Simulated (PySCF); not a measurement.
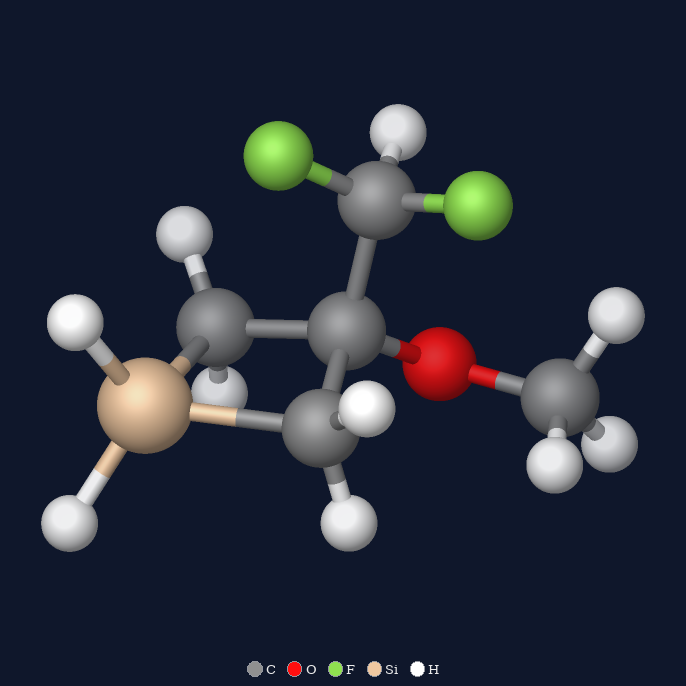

Ball-and-stick drawing of a structure. Every bond is drawn as one stick, whatever its order.

The computed structure is the end point of a PBE0-D3(BJ)/def2-SVP optimisation. No frequency run is at hand to confirm it as a minimum.

What does the picture show?

It has 19 atoms: 5 carbon, 10 hydrogen, 2 fluorine, 1 oxygen and 1 silicon (C₅H₁₀F₂OSi). Its SMILES string is `COC1(C(F)F)C[SiH2]C1`. Independent rings (smallest set): 1 of 4 members. Among its groups: ether, C–F bond, Si–H bond. This geometry has C1 symmetry. Coordination, clear cases only: 3 C tetrahedral; 1 O bent.

More results for the same structure follow; atom numbers are the same in all pictures, views and colours differ.

**Geometry**

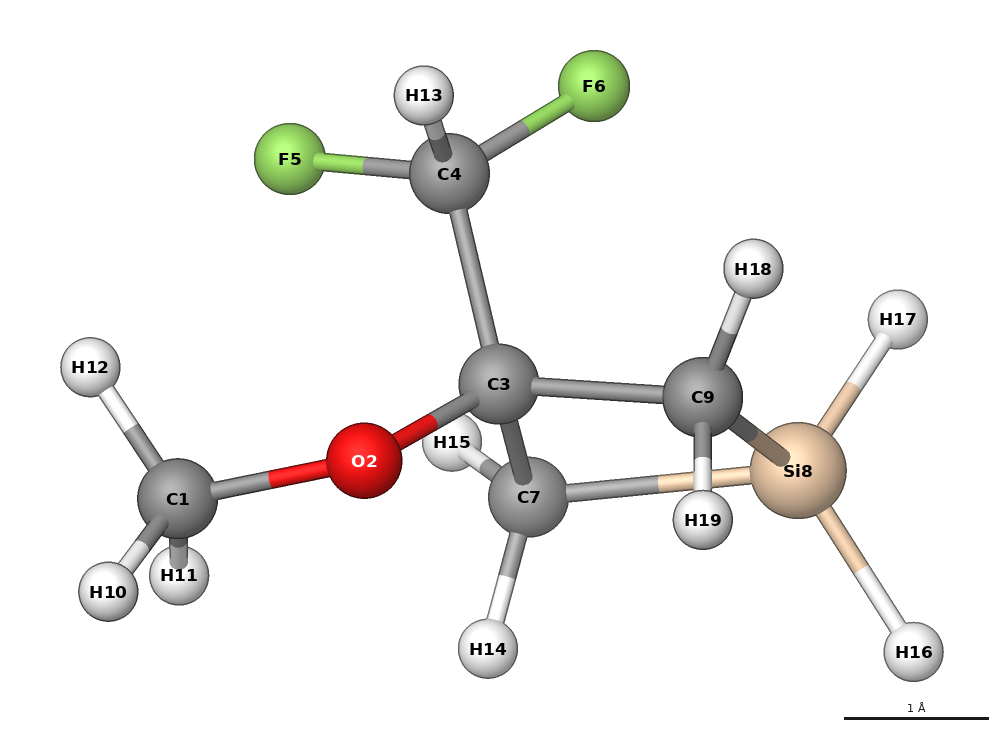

The atoms are numbered. No frequency run is at hand to confirm it as a minimum.

Give these bond angles: C1–O2–C3, O2–C3–C4, O2–C3–C7, O2–C3–C9, C3–C7–H14, C3–C9–H19, C4–C3–C9, F5–C4–F6, F6–C4–H13, C7–Si8–C9, Si8–C9–H18, C9–Si8–H16.

```csv
angle,degrees
C1–O2–C3,118.2
O2–C3–C4,109.2
O2–C3–C7,116.4
O2–C3–C9,109.2
C3–C7–H14,109.0
C3–C9–H19,107.6
C4–C3–C9,109.6
F5–C4–F6,106.9
F6–C4–H13,109.0
C7–Si8–C9,78.3
Si8–C9–H18,122.7
C9–Si8–H16,116.6
```

**Ring current**

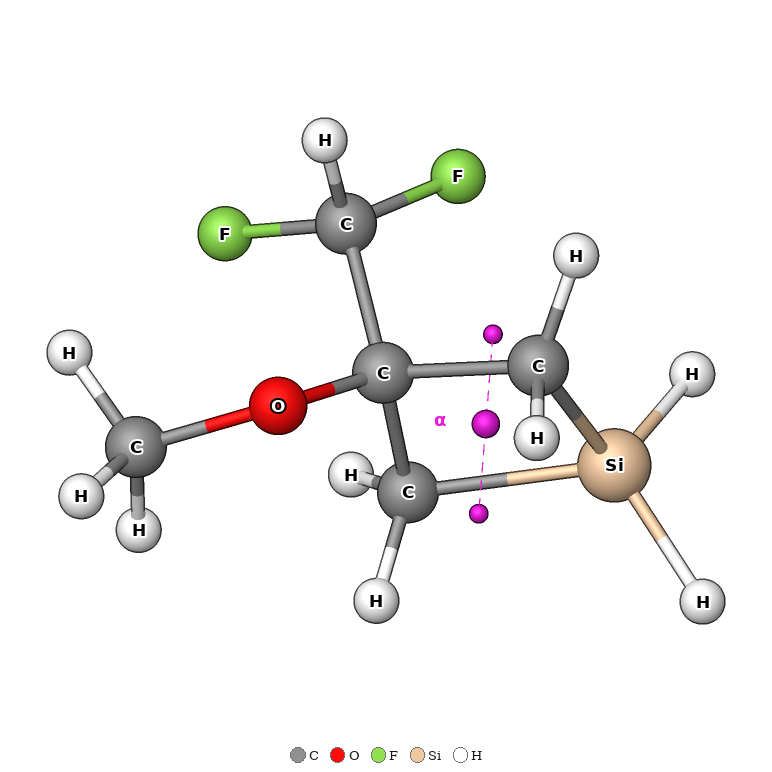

The small points mark where nucleus-independent chemical shifts (NICS) were computed: at the centre of each lettered ring and 1 Å above and below it. No frequency run is at hand to confirm it as a minimum. Properties computed with GIAO ωB97X-D/pcSseg-1 NMR shielding, non-relativistic, gas phase (PySCF 2.14.0).

Give NICS(0), NICS(1) and the out-of-plane component NICS(1)zz for each ring (means of the two sides).

```csv
ring,members,NICS(0),NICS(1),NICS(1)zz
α,C3Si,−3.1,−2.3,−0.9
```

Values in ppm.

**Charges**

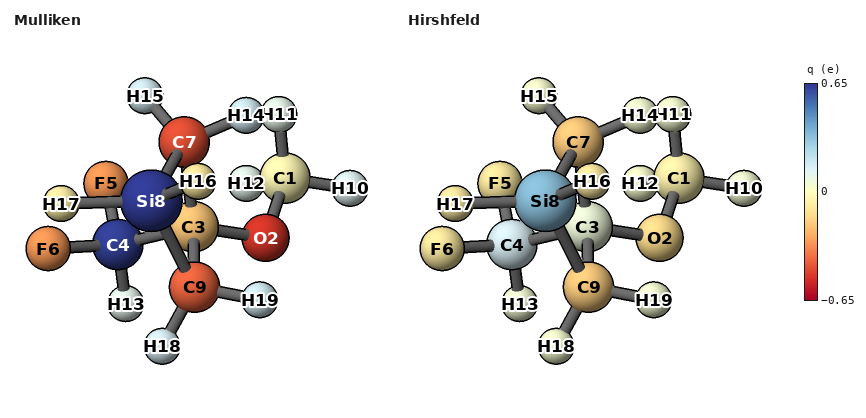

Atomic charges of one calculation by 2 schemes, on one colour scale. No frequency run is at hand to confirm it as a minimum. Level of theory: PBE0/pcSseg-1 (PySCF 2.14.0).

Which scheme gives the most polar picture (largest mean size of the charges)?

The Mulliken charges are the largest in size here.

On which atom do the schemes disagree most?

On C4 (from 0.14 to 0.62 e).

List the charges (e), one line for each set of equivalent atoms.

```json
{"atom": "C1", "Mulliken": "−0.03", "Hirshfeld": "−0.05"}
{"atom": "O2", "Mulliken": "−0.50", "Hirshfeld": "−0.14"}
{"atom": "C3", "Mulliken": "−0.19", "Hirshfeld": "0.06"}
{"atom": "C4", "Mulliken": "0.62", "Hirshfeld": "0.14"}
{"atom": "F5", "Mulliken": "−0.30", "Hirshfeld": "−0.09"}
{"atom": "F6", "Mulliken": "−0.30", "Hirshfeld": "−0.08"}
{"atom": "C7", "Mulliken": "−0.44", "Hirshfeld": "−0.18"}
{"atom": "Si8", "Mulliken": "0.63", "Hirshfeld": "0.33"}
{"atom": "C9", "Mulliken": "−0.40", "Hirshfeld": "−0.17"}
{"atom": "H10", "Mulliken": "0.12", "Hirshfeld": "0.05"}
{"atom": "H11", "Mulliken": "0.09", "Hirshfeld": "0.04"}
{"atom": "H12", "Mulliken": "0.11", "Hirshfeld": "0.03"}
{"atom": "H13", "Mulliken": "0.10", "Hirshfeld": "0.05"}
{"atom": "H14", "Mulliken": "0.16", "Hirshfeld": "0.04"}
{"atom": "H15", "Mulliken": "0.15", "Hirshfeld": "0.03"}
{"atom": "H16", "Mulliken": "−0.09", "Hirshfeld": "−0.08"}
{"atom": "H17", "Mulliken": "−0.06", "Hirshfeld": "−0.08"}
{"atom": "H18", "Mulliken": "0.14", "Hirshfeld": "0.04"}
{"atom": "H19", "Mulliken": "0.16", "Hirshfeld": "0.04"}
```

**NMR shielding**

The questions are on isotropic NMR shieldings of the H atoms. No frequency run is at hand to confirm it as a minimum. Level of theory: GIAO ωB97X-D/pcSseg-1 NMR shielding, non-relativistic, gas phase (PySCF 2.14.0).

Which H atom is the most shielded (lowest chemical shift)?

H14 (30.16 ppm).

Which H atom is the least shielded (highest chemical shift)?

H13 (25.90 ppm).

How wide is the range of H shifts?

4.26 ppm.

Give the isotropic NMR shieldings of the H atoms atom by atom.

| atom | σ (ppm) |
| --- | --- |
| H10 | 28.07 |
| H11 | 28.20 |
| H12 | 28.19 |
| H13 | 25.90 |
| H14 | 30.16 |
| H15 | 29.71 |
| H16 | 26.89 |
| H17 | 26.97 |
| H18 | 29.97 |
| H19 | 29.94 |

Mulliken values depend strongly on the basis set and can even reverse the polarity of a bond.
